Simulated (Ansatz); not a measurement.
## Electronic structure of C6H18N2O2Ti in real space

Input file:

```
crystal:
  periodic: [false, false, false]
  atoms:
    - {symbol: C, position_ang: [-1.455903, -1.858699, -0.856562]}
    - {symbol: C, position_ang: [-2.394872, -0.828626, -0.262206]}
    - {symbol: N, position_ang: [-1.795984, 0.474569, -0.078208]}
    - {symbol: C, position_ang: [-2.691128, 1.387772, 0.594400]}
    - {symbol: Ti, position_ang: [-0.084231, 1.031675, -0.652678]}
    - {symbol: O, position_ang: [0.400621, 0.387467, -2.299261]}
    - {symbol: O, position_ang: [-0.020754, 2.848506, -0.620736]}
    - {symbol: N, position_ang: [1.131369, 0.315711, 0.595561]}
    - {symbol: C, position_ang: [0.886224, -0.323351, 1.860575]}
    - {symbol: C, position_ang: [2.525748, 0.343723, 0.195896]}
    - {symbol: C, position_ang: [3.065992, -1.005908, -0.252227]}
    - {symbol: H, position_ang: [-0.576200, -2.001316, -0.223062]}
    - {symbol: H, position_ang: [-1.109991, -1.560518, -1.847657]}
    - {symbol: H, position_ang: [-1.965835, -2.820086, -0.945067]}
    - {symbol: H, position_ang: [-2.755658, -1.188500, 0.715080]}
    - {symbol: H, position_ang: [-3.291215, -0.737277, -0.896505]}
    - {symbol: H, position_ang: [-2.942837, 1.026863, 1.602546]}
    - {symbol: H, position_ang: [-3.636021, 1.498646, 0.042971]}
    - {symbol: H, position_ang: [-2.239895, 2.376271, 0.687636]}
    - {symbol: H, position_ang: [0.480192, 0.883848, -3.114322]}
    - {symbol: H, position_ang: [0.550024, 3.453195, -0.147499]}
    - {symbol: H, position_ang: [1.461951, 0.155826, 2.666356]}
    - {symbol: H, position_ang: [-0.171752, -0.255328, 2.115221]}
    - {symbol: H, position_ang: [1.159309, -1.387939, 1.855728]}
    - {symbol: H, position_ang: [3.134410, 0.739265, 1.024001]}
    - {symbol: H, position_ang: [2.643174, 1.056068, -0.630017]}
    - {symbol: H, position_ang: [2.491977, -1.370227, -1.106868]}
    - {symbol: H, position_ang: [4.114368, -0.921813, -0.549803]}
    - {symbol: H, position_ang: [3.007317, -1.747915, 0.546910]}
basis:
  gaussian: {orbitals: def2-TZVPP}
hamiltonian: {xc: pbe0, dispersion: d4}
output: {orbitals: {seedname: orbitals}}
```

Launched as:

```sh
ansatz run in.yaml --threads 11 --pin off --events-out ev --progress --plain --max-ram 174080MiB --backend cuda --devices 0, --max-vram 75GiB
```

Geometry: PBE0-D4/def2-TZVP.

Computed with RKS PBE0-D4/def2-TZVPP (Ansatz).

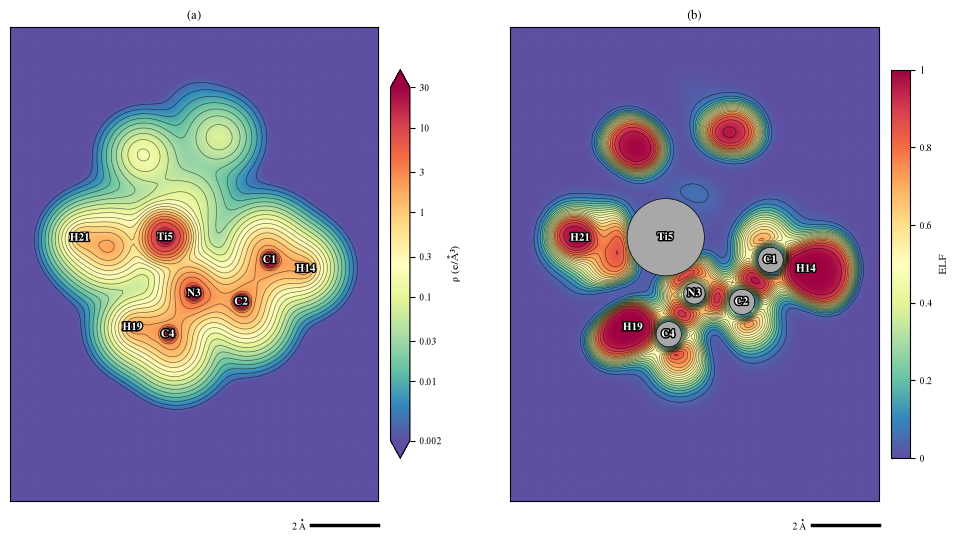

Figure 1. (a) total electron density; (b) ELF on the plane of atoms C1, C2 and N3. Grey discs cover the atomic cores in the ELF map.

Read the bonding off the picture.

The plane passes through C, N, Ti and H nuclei.
C–N (1.45 Å): the density is about 2 e/Å³ at the midpoint; the ELF peaks at about 0.90 between the atoms; a covalent bond.
C–C (1.52 Å): ρ at the midpoint is about 1.7 e/Å³; the ELF peaks at about 0.95 between the atoms: a shared electron pair.
Ti–N (1.89 Å): ρ is about 0.94 e/Å³ halfway; the ELF peaks at about 0.90 in the valence shell of N, 0.6 Å from its nucleus, and is about 0.35 at the midpoint.
C–H (1.09 Å): the density is about 2 e/Å³ at the midpoint; the ELF climbs to about 1 towards the hydrogen, as it does in any bond to H; a covalent bond by its length.

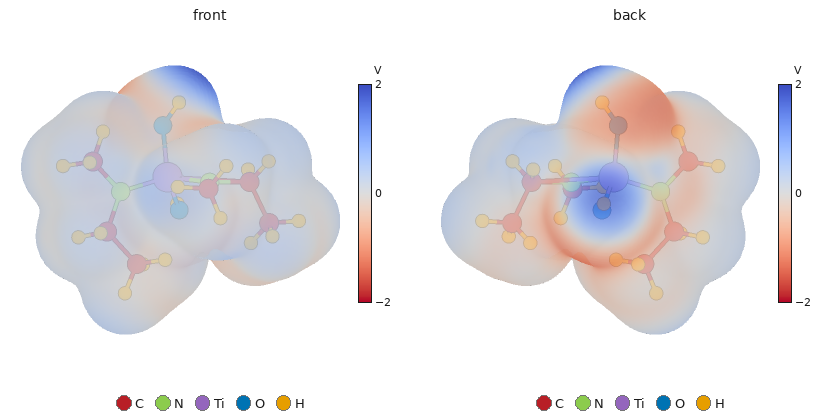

Figure 2. The electrostatic potential painted on the density surface at 0.001 e/bohr³, seen from the front and from behind; the colour scale runs from red (negative) to blue (positive).

Describe the electrostatic potential map.

The most negative region (about −1.2 V) lies over O6 and O7, the most positive (about +1.7 V) over H21.

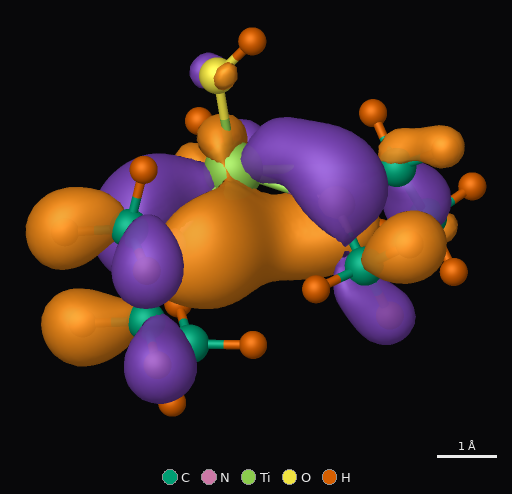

Figure 3. The HOMO−1 at ±0.08 Å⁻³ᐟ² (orange and purple are the two phases), seen at a tilt.

What is the character of this orbital?

Its weight (Hirshfeld) is mainly on N3 (about 30 %), N8 (about 15 %) and Ti5 (about 15 %). Its energy is −6.38 eV.
